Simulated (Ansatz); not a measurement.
## Computed frozen-phonon scan: Mg (hcp, Mg type)

Relaxed Mg (hcp, Mg type):

```
Mg
1.0
    3.17305     0.00000     0.00000
   -1.58653     2.74794     0.00000
    0.00000     0.00000    10.36533
Mg
4
Cartesian
  0.00000   1.83196   3.88700
  0.00000   1.83196   9.06967
  1.58653   0.91598   1.29567
  1.58653   0.91598   6.47833
```

The atoms are displaced by Q × the pattern below (from a DFPT mode at A = (0.0, 0.0, 0.5), largest move 1; Q in Å), at fixed cell. It is one choice among 4 degenerate patterns. (q is in reciprocal vectors of the primitive cell; the cell shown is doubled to hold the pattern.)

```json
[
 {"atom": "Mg3", "x": "0.000", "y": "-1.000", "z": "0.000"},
 {"atom": "Mg4", "x": "0.000", "y": "1.000", "z": "0.000"}
]
```

Atoms not listed stay in place.

Calculation: r2SCAN (plane waves to 500 eV, PAW, scalar-relativistic; Ansatz, a first-principles code). k mesh 17×17×5 (Γ-centred), Fermi-Dirac smearing 0.05 eV. Energies are smeared free energies. With partly filled bands, energies and forces of such displacements shift with the k mesh and the smearing. Mg was relaxed with its symmetry unable to fall. The zero of ΔE is the undisplaced structure.

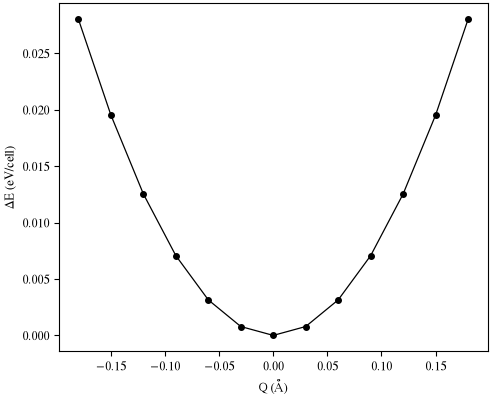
Figure: ΔE (eV/cell) against Q (Å); one marker a computed point.

The energy at Q = 0.180 Å is 28.0 meV/cell. Space group of the distorted cell: Amm2 (No. 38), lowered from P6_3/mmc. Harmonic wavenumber from the curvature (finite differences): 99 cm⁻¹. Symmetry of the curve: even: the same for both signs. Shape of the curve: a single well with its minimum at or next to zero displacement.

E″ = 1.75 eV/Å², M = Σ mᵢ|uᵢ|² = 48.6 u, ν̃ = 521.5·√(|E″|/M).

(For displaced atoms, the force is minus the slope of the energy, and its curvature is a force constant, which sets phonon frequencies.)
